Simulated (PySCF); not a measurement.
EPR calculation of C₃H₄F₃OS

C₃H₄F₃OS, multiplicity 2, SMILES CO[C](S)C(F)(F)F, computed with UKS B3LYP, pcH-1 on C F H O S, non-relativistic, mean-field spin-orbit, GIAO (PySCF 2.14.0).

It belongs to a series of runs on one base structure; here: H added to S.

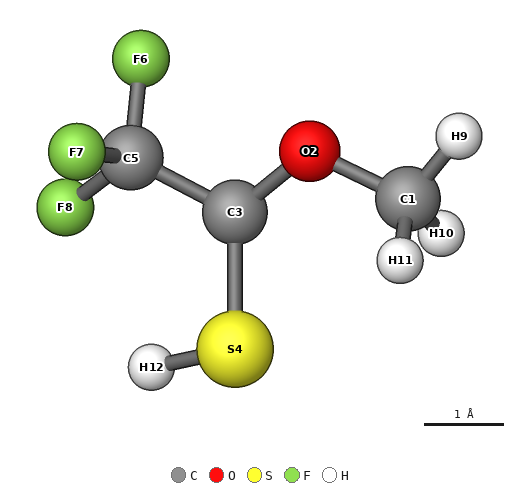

*The structure as given in the input (ball-and-stick view, seen at a tilt; atoms are numbered from 1 in the order of the input).*

Bond lengths as drawn: C–C 1.49 Å, C–F 1.33 to 1.36 Å, C–H 1.09 to 1.10 Å, C–O 1.36 to 1.41 Å, C–S 1.75 Å and H–S 1.33 Å.

## Input
```
{"job": {"kind": "epr", "basis": "pcH-1"}, "charge": 0, "multiplicity": 2}
C      1.946465     0.447486     0.348593
O      0.574776     0.748189     0.436377
C     -0.275272    -0.044173    -0.263725
S      0.148098    -1.710496    -0.603405
C     -1.707659     0.271458     0.018711
F     -1.936507     1.585084     0.006157
F     -2.163483    -0.181061     1.213337
F     -2.523599    -0.280686    -0.900648
H      2.461705     1.241817     0.883457
H      2.277740     0.418747    -0.693374
H      2.160170    -0.518982     0.817214
H     -0.961236    -1.978069    -1.288722
```

The first line tells a small driver script what to run in PySCF; the rest is the geometry in Å.

Machine: 1 CPU thread, shared host.

Run as:
```bash
OMP_NUM_THREADS=1 python <driver script> task.json out
```

## What the program printed
```
UKS, coarse grid
  cycle   1  E = -889.45525097  |g| = 7.47e-01
  cycle   2  E = -889.12628069  |g| = 1.28e+00
  cycle   3  E = -889.62941090  |g| = 1.03e-01
  cycle   4  E = -889.63170618  |g| = 7.19e-02
  cycle   5  E = -889.63344058  |g| = 1.09e-02
  cycle   6  E = -889.63347766  |g| = 5.47e-03
  cycle   7  E = -889.63349317  |g| = 1.61e-03
  cycle   8  E = -889.63349489  |g| = 7.34e-04
UKS, final grid
  cycle   1  E = -889.63352337  |g| = 8.69e-04
  cycle   2  E = -889.63352295  |g| = 1.32e-03
  cycle   3  E = -889.63352371  |g| = 1.22e-04
  cycle   4  E = -889.63352372  |g| = 3.51e-05
  cycle   5  E = -889.63352372  |g| = 2.13e-05
E = -889.63352372 Eh   <S^2> = 0.7536 (exact 0.7500)
g shifts (ppm)      1          2          3
  rmc          -230       -230       -230
  gc              2         60         49
  oz_so        -101       1822       5200
  total        -329       1652       5019
hyperfine (MHz)  atom isotope    a_iso     a_fc   dipolar eigenvalues
    0   13C      -3.87      -3.88     -1.65     -0.76      2.40
    1   17O     -21.10     -21.04    -63.23     30.18     33.05
    2   13C     197.01     196.70    -66.24    -65.59    131.83
    3   33S       4.77       5.07    -20.42    -15.70     36.12
    4   13C      -0.63      -0.63     -4.03     -3.43      7.46
    5   19F      11.86      11.96    -13.48    -12.14     25.62
    6   19F     131.25     131.09    -67.21    -63.96    131.18
    7   19F      13.74      13.71    -14.77    -13.32     28.09
    8    1H      -1.60      -1.61     -2.94     -2.50      5.44
    9    1H      19.87      19.87     -3.64     -3.10      6.74
   10    1H      12.45      12.44     -3.33     -2.34      5.67
   11    1H       3.33       3.30     -4.12     -2.58      6.70
```

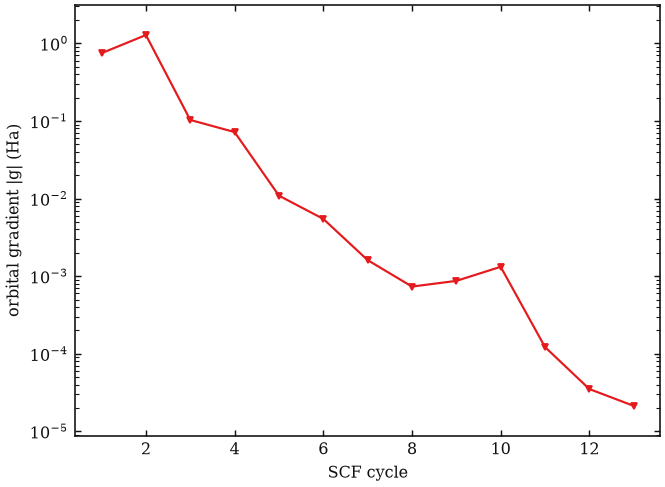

*Convergence of the self-consistent field: orbital gradient |g| against the SCF cycle.*

All cycles printed in the log are drawn one after another.

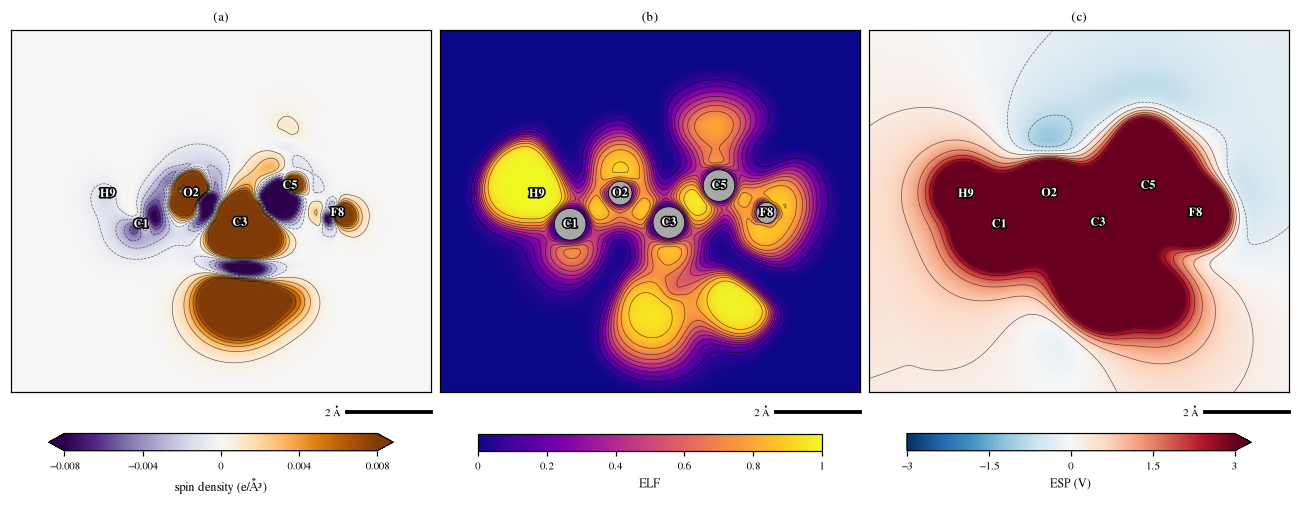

*(a) spin density (α minus β); (b) electron localisation function; (c) molecular electrostatic potential on the plane of atoms C1, O2 and C3. Grey discs, where drawn, cover atomic cores.*

Atoms in the plane: C, O, F and H. C–C (1.49 Å): the ELF peaks at about 1 between the atoms (a covalent bond). C–O (1.41 Å): the ELF peaks at about 0.90 between the atoms, which marks a shared but strongly polarised pair. The unpaired spin (1 electron) lies mostly on C3 (about 0.5), S4 (about 0.2) and O2 (about 0.2), in electrons by Hirshfeld's partition.

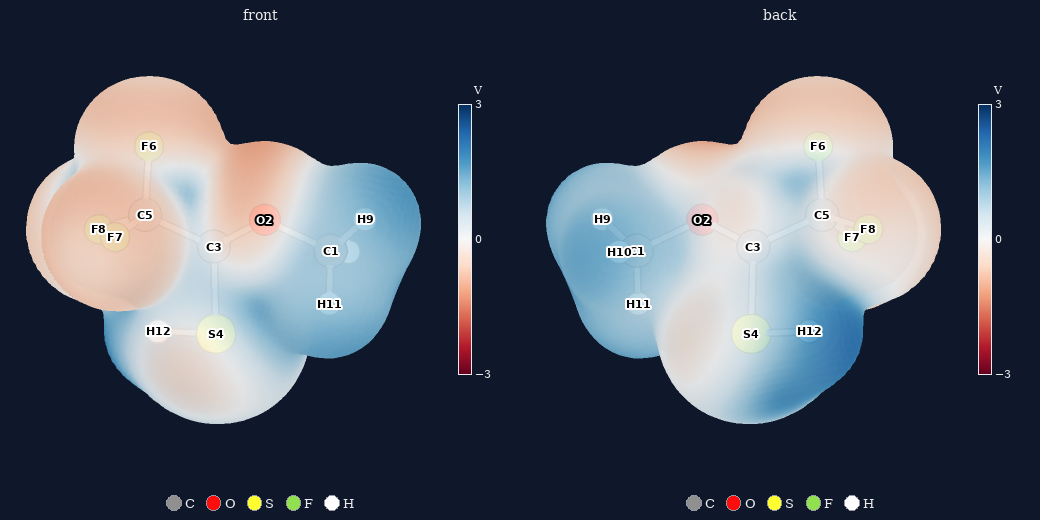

*The electrostatic potential painted on the density surface at 0.004 e/bohr³, seen at a tilt and from behind; the colour scale runs from red (negative) to blue (positive).*

A positive charge is drawn to the negative regions and a negative charge to the positive ones.

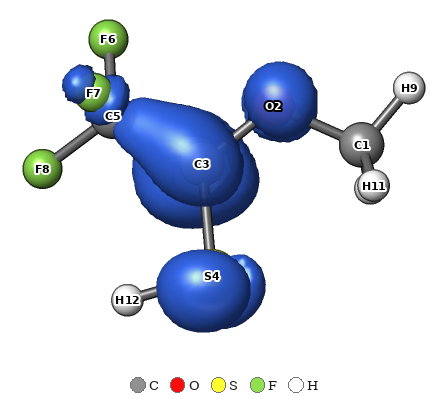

*Isosurfaces of the spin density (α minus β) at +0.03 (blue) and −0.03 e/Å³ (red), seen face on.*

The unpaired spin (1 electron) lies mostly on C3 (about 0.5), S4 (about 0.2) and O2 (about 0.2), in electrons by Hirshfeld's partition.

## Summary

| quantity | value |
| --- | --- |
| outcome | converged |
| total energy | −889.633524 hartree |
| ⟨S²⟩ | 0.754 |
| isotropic g | 2.0044 |
| wall time | 31 s |
| peak memory | 0.89 GiB |
